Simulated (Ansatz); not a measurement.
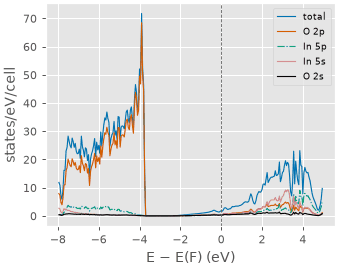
*Total and projected density of states of In₁₄O₂₄Sn₂ in space group C2/c (No. 15; Pearson symbol mS80), the program Ansatz at the r²SCAN level (PAW)*

Q: Which orbitals carry the states next to the Fermi level?

A: Within 0.5 eV of the Fermi level: O 2p 29 %, In 5s 26 %, O 2s 18 %, In 5p 17 %, Sn 5s 7 %. Projections are on Löwdin-orthogonalised atomic valence shells; empty p or d shells of many metals are not among them.

Q: Where is the tallest occupied peak in this window, and what makes it?

A: Near -3.9 eV, about 72 states/eV per cell; the largest projected share is O 2p.

The start of the workflow was typed in or built on a structure type; neither database checked (COD, Materials Project) lists it. Whether it is the stable phase at ambient conditions was not checked. The r²SCAN relaxation kept the symmetry of its start; whether a distortion lowers the energy is not shown. A small band overlap can be real or an error of a semilocal functional. Scalar-relativistic: spin–orbit coupling is off unless named, which matters more the heavier the elements.

Potentials: the later of the program's two PAW sets.
